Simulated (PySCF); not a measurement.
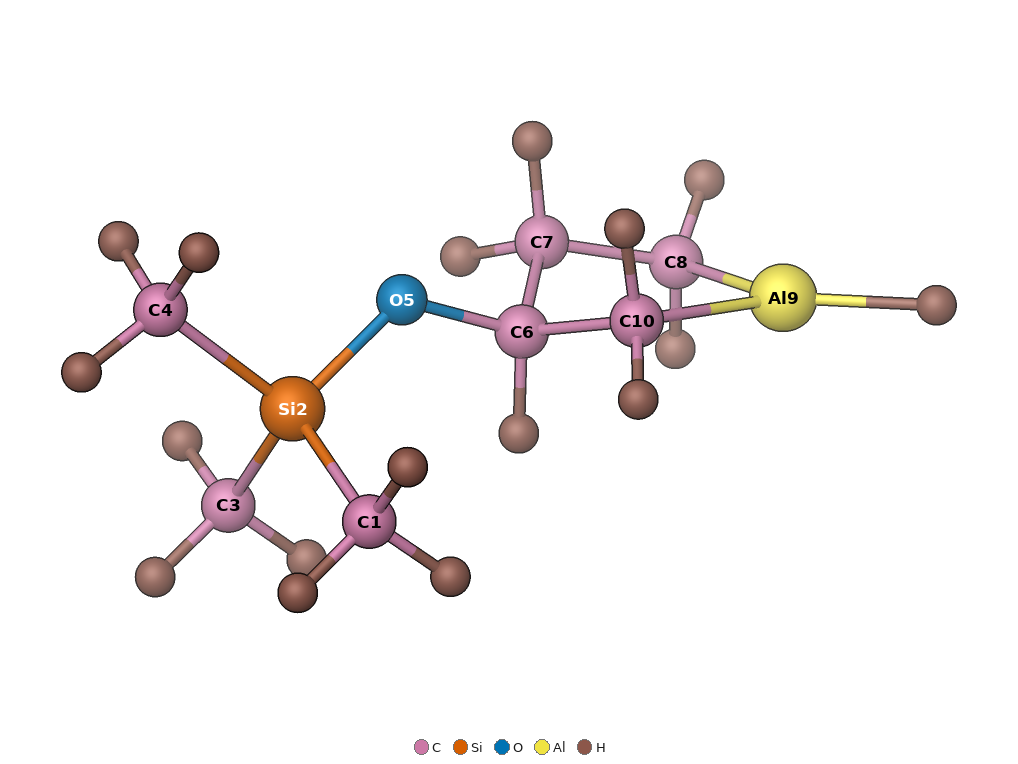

Atoms fade into the background with distance from the viewer. Computed geometry: PBE0-D3(BJ)/def2-SVP optimisation. No frequency run is at hand to confirm it as a minimum.

How is the 5-membered ring C6–C7–C8–Al9–C10 puckered?

Answer. It is a twist (half-chair). The Cremer–Pople amplitude Q is 0.41 Å.

Give the torsion angles round the ring, beginning with the bond from its second to its third atom.

Answer. −35°, 12°, 13°, −36°, 51°.
